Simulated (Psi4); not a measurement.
# B1LYP-D4/pcSseg-2 run of BH2F (SMILES BF)

What is the electrostatic solvation energy at fixed shape (ddPCM, cyclohexane) of BH2F at B1LYP-D4/pcSseg-2? 

Program for the calculation: Psi4 1.11.

3 further runs of the same task are left out: 1 that didn't finish, 2 set aside as unsound or not needed.

### Step 1. The molecule

The species is BH2F (4 atoms), meant as a singlet with charge 0. SMILES: `BF`. The shape is that of a PBE0-D4/def2-TZVP (4 decimals) optimisation.

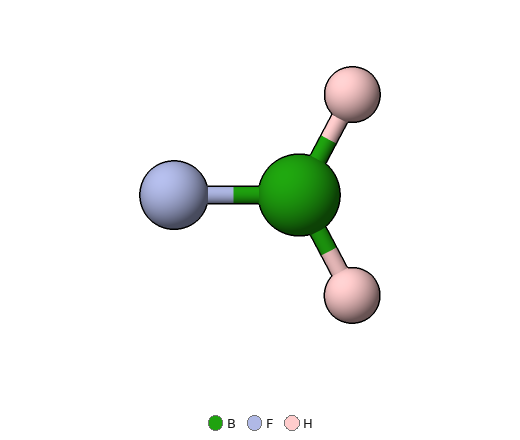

The structure, seen from a chosen angle (boron green, fluorine light blue, hydrogen pink).

### Step 2. The charge distribution at B1LYP-D4/pcSseg-2

Input file bfh2.sdf:

```

     RDKit          3D

  4  3  0  0  0  0  0  0  0  0999 V2000
   -0.0273   -0.0040   -0.0308 B   0  0  0  0  0  0  0  0  0  0  0  0
    1.0612   -0.2967    0.6499 F   0  0  0  0  0  0  0  0  0  0  0  0
   -1.0125   -0.6491    0.1862 H   0  0  0  0  0  0  0  0  0  0  0  0
    0.0342    0.8896   -0.8256 H   0  0  0  0  0  0  0  0  0  0  0  0
  2  1  1  0
  3  1  1  0
  4  1  1  0
M  END
$$$$
```

Input file calc.py:

```python
import psi4
from rdkit import Chem

psi4.set_memory(1600000000)
psi4.set_num_threads(1)
psi4.set_output_file('bfh2.out', False)

rd = Chem.SDMolSupplier('bfh2.sdf', removeHs=False, sanitize=False)[0]
xyz = rd.GetConformer().GetPositions()
atoms = '\n'.join(f'{a.GetSymbol()} {x:.4f} {y:.4f} {z:.4f}' for a, (x, y, z) in zip(rd.GetAtoms(), xyz))
mol = psi4.geometry('0 1\n' + atoms + '\nsymmetry c1')

psi4.set_options({
    'scf_type': 'pk',
})

E, wfn = psi4.energy("b1lyp-d4/pcSseg-2", molecule=mol, return_wfn=True)
psi4.oeprop(wfn, "QUADRUPOLE", "ESP_AT_NUCLEI", "DIPOLE", "NO_OCCUPATIONS")
print(f'b1lyp-d4/pcSseg-2 energy: {E:.10f} Eh')
```

Command:

```bash
python calc.py
```

bfh2.out:

```text
[...]
  Running in c1 symmetry.
[...]
  Nuclear repulsion =   27.175758468175218
[...]
  Multiplicity = 1
[...]
  Nalpha       = 8
  Nbeta        = 8
[...]
    Number of basis functions: 100
[...]
   @RKS iter   1:  -125.88907900705520   -5.37280e-01   3.76744e-03 DIIS/ADIIS
[...]
   @RKS iter   6:  -125.94472304530544   -4.51364e-07   8.29612e-07 DIIS
[...]
    Orbital Energies [Eh]
    ---------------------
    Doubly Occupied:
       1A    -24.810230     2A     -6.869760     3A     -1.250664
       4A     -0.584708     5A     -0.499977     6A     -0.483127
       7A     -0.464614     8A     -0.342894
[...]
  @RKS Final Energy:  -125.94472304530544
   => Energetics <=
    Nuclear Repulsion Energy =             27.1757584681752178
    One-Electron Energy =                -227.2978166245889611
    Two-Electron Energy =                  85.7579399535433566
    DFT Exchange-Correlation Energy =     -11.5792810343934729
    Empirical Dispersion Energy =          -0.0013238080415698
    VV10 Nonlocal Energy =                  0.0000000000000000
    Total Energy =                       -125.9447230453054374
[...]
 Multipole Moments:
 ------------------------------------------------------------------------------------
     Multipole            Electronic (a.u.)      Nuclear  (a.u.)        Total (a.u.)
 ------------------------------------------------------------------------------------
 L = 1.  Multiply by 2.5417464519 to convert [e a0] to [Debye]
 Dipole X            :          1.6212343           -1.8791707           -0.2579364
 Dipole Y            :         -0.4361290            0.5054210            0.0692920
 Dipole Z            :          1.0140757           -1.1752995           -0.1612239
 Magnitude           :                                                    0.3119707
 L = 2.  Multiply by 1.3450342976 to convert [e a0^2] to [Debye ang]
 Quadrupole XX       :        -33.8172309           24.2092628           -9.6079681
 Quadrupole XY       :          2.9125218           -3.1086260           -0.1961043
[...]
```

On the terminal:

```text
b1lyp-d4/pcSseg-2 energy: -125.9447230453 Eh
```

Wall time 4.8 s (1 thread of INTEL XEON PLATINUM 8581C at 2.30GHz (Emerald Rapids), shared host); peak memory 0.67 GiB.

### Step 3. The charge distribution at B1LYP-D4/pcSseg-2 (ddPCM cyclohexane)

Input file calc.dat:

```
memory 1600 mb

molecule m {
  0 1
  B     -0.05158952    -0.00755890    -0.05820356
  F      2.00537736    -0.56068174     1.22813301
  H     -1.91334770    -1.22662123     0.35186700
  H      0.06462863     1.68110036    -1.56015789
  units bohr
  symmetry c1
}

set globals {
  scf_type pk
  ddx true
  ddx_model pcm
  ddx_solvent cyclohexane
  ddx_radii_set uff
}

E, wfn = energy("b1lyp-d4/pcSseg-2", return_wfn=True)
oeprop(wfn, "QUADRUPOLE", "ESP_AT_NUCLEI", "DIPOLE", "NO_OCCUPATIONS")
print_variables()
```

Command:

```bash
psi4 -n 1 calc.dat calc.out
```

calc.out:

```text
[...]
  Running in c1 symmetry.
[...]
  Nuclear repulsion =   27.175758523276198
[...]
  Multiplicity = 1
[...]
  Nalpha       = 8
  Nbeta        = 8
[...]
    Number of basis functions: 100
[...]
   @RKS iter   1:  -125.88955653173336   -5.37834e-01   3.77264e-03 DIIS/ADIIS
[...]
   @RKS iter   6:  -125.94532013351402   -3.65660e-07   8.73561e-07 DIIS
[...]
    Orbital Energies [Eh]
    ---------------------
    Doubly Occupied:
       1A    -24.810805     2A     -6.868982     3A     -1.251449
       4A     -0.585419     5A     -0.500503     6A     -0.483878
       7A     -0.463419     8A     -0.342003
[...]
  @RKS Final Energy:  -125.94532013351402
   => Energetics <=
    Nuclear Repulsion Energy =             27.1757585232761976
    One-Electron Energy =                -227.3031757478292150
    Two-Electron Energy =                  85.7638593786121675
    DFT Exchange-Correlation Energy =     -11.5798235717548952
    Empirical Dispersion Energy =          -0.0013238080418051
    VV10 Nonlocal Energy =                  0.0000000000000000
    DD Solvation Energy =                 -0.0006149077764462
    Total Energy =                       -125.9453201335140164
[...]
 Multipole Moments:
 ------------------------------------------------------------------------------------
     Multipole            Electronic (a.u.)      Nuclear  (a.u.)        Total (a.u.)
 ------------------------------------------------------------------------------------
 L = 1.  Multiply by 2.5417464519 to convert [e a0] to [Debye]
 Dipole X            :          1.6052762           -1.8791707           -0.2738945
 Dipole Y            :         -0.4318288            0.5054210            0.0735922
 Dipole Z            :          1.0041225           -1.1752995           -0.1711770
 Magnitude           :                                                    0.3312636
 L = 2.  Multiply by 1.3450342976 to convert [e a0^2] to [Debye ang]
 Quadrupole XX       :        -33.8132682           24.2092627           -9.6040055
 Quadrupole XY       :          2.9083284           -3.1086260           -0.2002976
[...]
```

Run time: 5.7 s. Hardware: 1 thread of INTEL XEON PLATINUM 8581C at 2.30GHz (Emerald Rapids), shared host; peak memory 0.65 GiB.

### Step 4. Outcome

Level: B1LYP-D4/pcSseg-2.

| quantity | value |
| --- | --- |
| gas phase: total energy | -125.94472 Eh |
| gas phase: dipole moment | 0.79 D |
| gas phase: HOMO energy | -9.33 eV |
| gas phase: LUMO energy | -1.16 eV |
| gas phase: HOMO–LUMO gap | 8.17 eV |
| gas phase: dispersion energy | -3.48 kJ/mol |
| ddPCM, cyclohexane: total energy | -125.94532 Eh |
| ddPCM, cyclohexane: dipole moment | 0.84 D |
| ddPCM, cyclohexane: HOMO energy | -9.31 eV |
| ddPCM, cyclohexane: LUMO energy | -1.09 eV |
| ddPCM, cyclohexane: HOMO–LUMO gap | 8.22 eV |
| ddPCM, cyclohexane: dispersion energy | -3.48 kJ/mol |
| ddPCM, cyclohexane: solvent term in the energy | -1.6 kJ/mol |
| energy change from gas to solvent at fixed shape | -0.016 eV |

**Reading.** The solvent model (ddPCM, cyclohexane) lowers the energy by 0.02 eV (−1.6 kJ/mol) at the same shape. It holds the electrostatic part alone, without cavity or dispersion terms.
